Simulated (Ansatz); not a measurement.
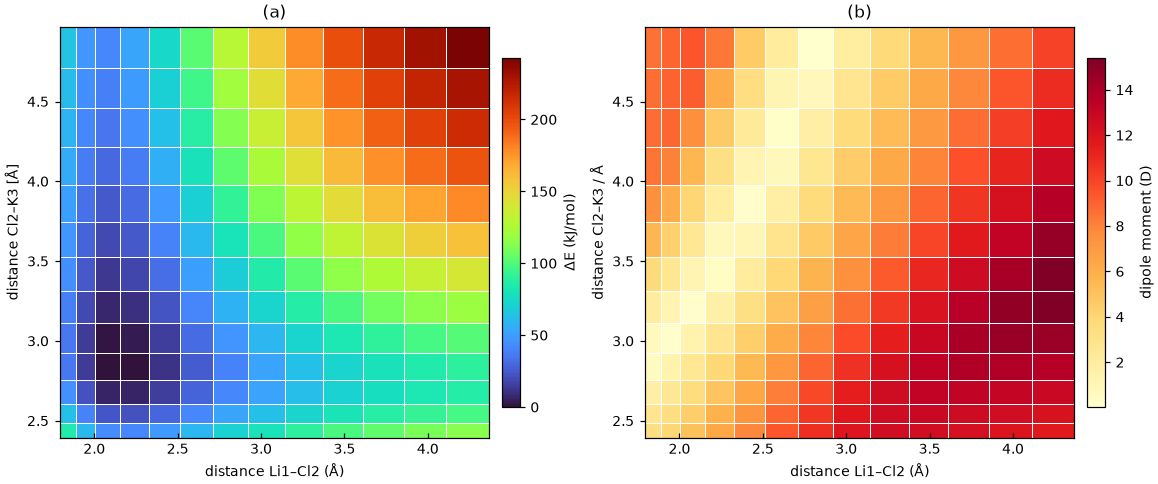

The system Li + ClK, spin multiplicity 2. First axis: distance Li1–Cl2. Second axis: distance Cl2–K3. Nothing is relaxed (the angle Li1–Cl2–K3 is fixed at 180 degrees). The scan uses a 13 × 13 grid. Points are written as (first, second). Energies are in kJ/mol, from the lowest grid point. The D4 coefficients can switch as the alkali atoms part, which puts small steps into the map. Method: UKS PBE0-D4/def2-SVPD in Ansatz 0.2.0.

Panel (a) is the energy; panel (b) is the computed dipole moment, in D.

The picture shows one coloured cell a grid point.

### How does the dipole moment vary over the map, and what is it at the lowest grid point?

Leaving out the highest fifth of the energies, it runs from 0.0 D at (2.815 Å, 4.840 Å) to 15.4 D at (4.240 Å, 3.209 Å). At the lowest grid point, (2.074 Å, 2.836 Å), it is 2.5 D.
